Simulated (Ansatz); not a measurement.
**Pd: pressure series**

Start from Pd in the fcc (Cu type) structure (space group Fm-3m, No. 225).

```xyz
1
Lattice="0.0000 1.9379 1.9379 1.9379 0.0000 1.9379 1.9379 1.9379 0.0000" Properties=species:S:1:pos:R:3 pbc="T T T"
Pd     0.0000     0.0000     0.0000
```

Cell and atoms are relaxed at each pressure.

Calculations: DFT with PBEsol, PAW potentials and a 420 eV plane-wave cutoff in Ansatz (a program for electronic structure), no spin-orbit coupling.

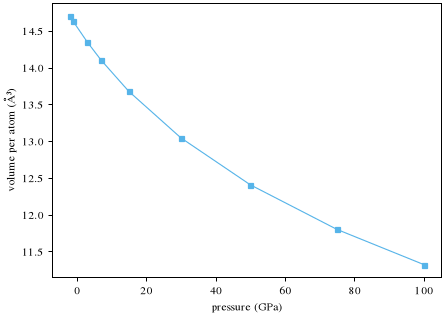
Volume against pressure

Problem. Estimate the zero-pressure bulk modulus from the plot.

Solution. About 210 GPa; a third-order Birch–Murnaghan fit to the points gives V₀ = 14.55 Å³/atom, B₀ = 206 GPa and B₀′ = 5.2.

Load acts through the strain it causes; cell and atoms are relaxed under it. Whether these cells are dynamically stable was not tested. Competing high-pressure phases were not computed. All final runs are without spin polarisation.
